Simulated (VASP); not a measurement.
Band structure of Ni (space group Im-3m). Computed with r2SCAN meta-GGA, VASP's PBE PAW potentials (set 64) (plane waves; VASP).

The run has a spin-polarised start.

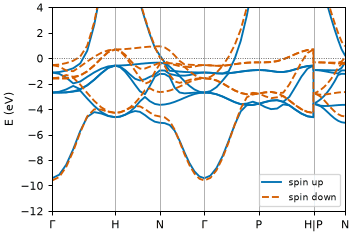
*Bands along high-symmetry lines, zero at the valence-band maximum or, without a gap, the Fermi level*

Q: Read the plot: is there a gap, and where are the band edges?

A: It has no gap at this level: it comes out as a metal or semimetal.

The structure comes from a computed database's Ni entry (Im-3m); how it stands against other phases isn't given here. It was relaxed first.
